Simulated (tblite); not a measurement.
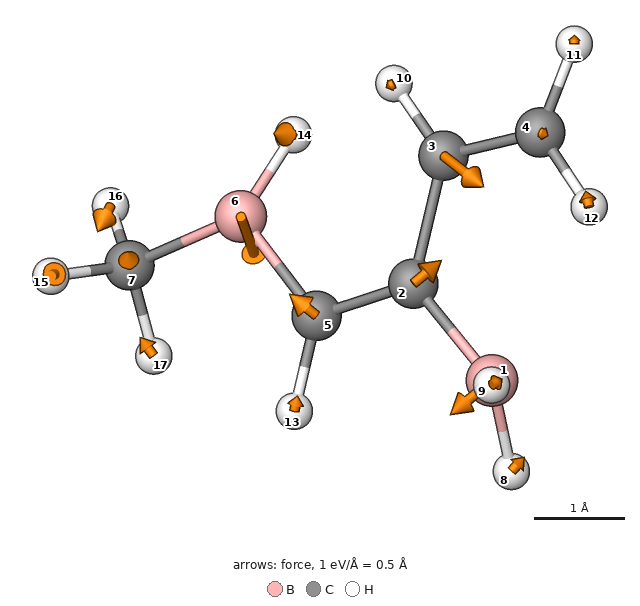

Starting geometry of C5H10B2 with the computed forces as orange arrows. A ball-and-stick model, seen from a free direction.

All numbers below come from tblite, GFN2-xTB geometry optimisation, gas phase. 

### Is this structure relaxed? If not, where do the atoms go?

It isn't relaxed: the largest force vector, on B6, is 2.21 eV/Å. The final displacements have little in common with the starting forces (cosine between the two patterns 0.15). H14 moves most after the best rigid fit: 2.07 Å. Largest moves by element: H 2.07 Å, B 0.54 Å, C 0.48 Å. Near-neighbour distances that change, for instance: B6–C7 1.595 → 1.576 Å, B6–H14 1.192 → 1.175 Å, C7–H15 1.108 → 1.090 Å, C2–C5 1.348 → 1.363 Å. Bond angles that change, for instance: C2–C5–B6 119.1° → 129.2°, C2–C3–C4 115.2° → 125.0°, C2–C3–H10 124.6° → 115.4°. Groups turn about B1–C2 by about 25°. After 269 geometry steps the energy has fallen by 66.5 kJ/mol.
